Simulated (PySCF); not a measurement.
C2H5O2 (cation, charge +1), SMILES CC(O)=[OH+], B3LYP/def2-SVP optimised geometry. Atoms within 1.6 Å of the plane z = 1.0 Å (x, y, z in Å): C1 (0.77, -0.80, 0.01), C2 (0.06, 0.49, 0.00), O3 (-1.22, 0.49, 0.00), O4 (0.64, 1.64, 0.00), H5 (1.34, -0.90, 0.96), H6 (0.06, -1.64, -0.07), H8 (-1.62, 1.39, 0.00), H9 (1.62, 1.61, 0.00).

Calculation: B3LYP/def2-TZVP (PySCF).

Map of the deformation density (molecule minus spherical neutral atoms) (e/bohr³) on the plane z = 1.0 Å:

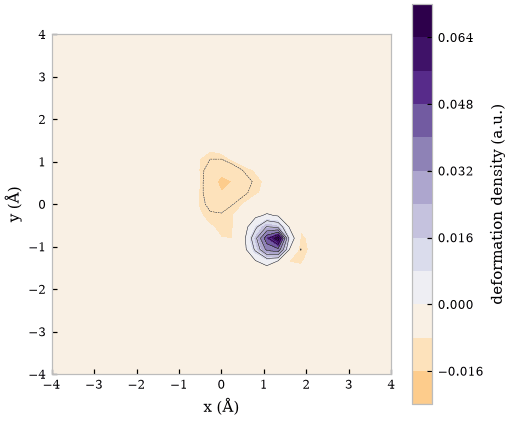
Figure: Deformation density (molecule minus spherical neutral atoms) (e/bohr³) on the plane z = 1.0 Å.
